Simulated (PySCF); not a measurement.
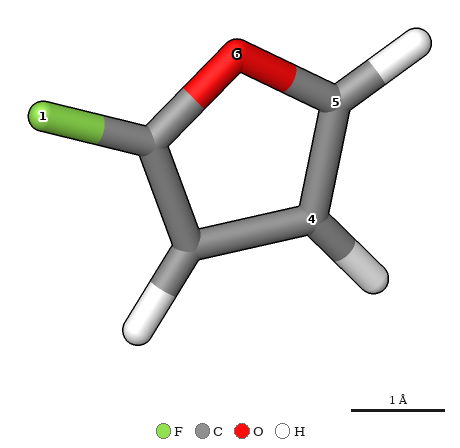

Starting structure of C4H3FO. The picture is a stick view, seen from a free direction.

The start comes from GFN2-xTB.

These are results of PBE0-D3(BJ)/def2-SVP geometry optimisation, gas phase (PySCF), not measurements.

```xyz
9

F     2.4640   -0.2791    0.3576
C     1.1557   -0.1579    0.1709
C     0.4016    0.9305   -0.1214
C    -0.9260    0.4294   -0.1970
C    -0.8493   -0.9028    0.0543
O     0.4301   -1.2721    0.2819
H     0.7375    1.9356   -0.2617
H    -1.8087    0.9956   -0.4103
H    -1.5913   -1.6732    0.1007
```

Question: Where does the relaxation end?

Answer: The energy falls by 4.05 kJ/mol in 8 geometry steps. The largest force component goes from 1 to 0.012 eV/Å. The atom that moves furthest after the best rigid fit is H7 (0.033 Å). Largest moves by element: H 0.033 Å, F 0.029 Å, O 0.015 Å, C 0.012 Å. Some distances before and after: F1–C2 1.327 → 1.305 Å, C3–H7 1.069 → 1.086 Å, C3–C4 1.421 → 1.436 Å, C5–O6 1.351 → 1.362 Å.

The structure at the end:

```xyz
9

F     2.4466   -0.3027    0.3593
C     1.1639   -0.1513    0.1697
C     0.4098    0.9397   -0.1228
C    -0.9307    0.4314   -0.1987
C    -0.8556   -0.9028    0.0531
O     0.4389   -1.2604    0.2810
H     0.7616    1.9580   -0.2602
H    -1.8341    0.9975   -0.4152
H    -1.5868   -1.7034    0.1086
```
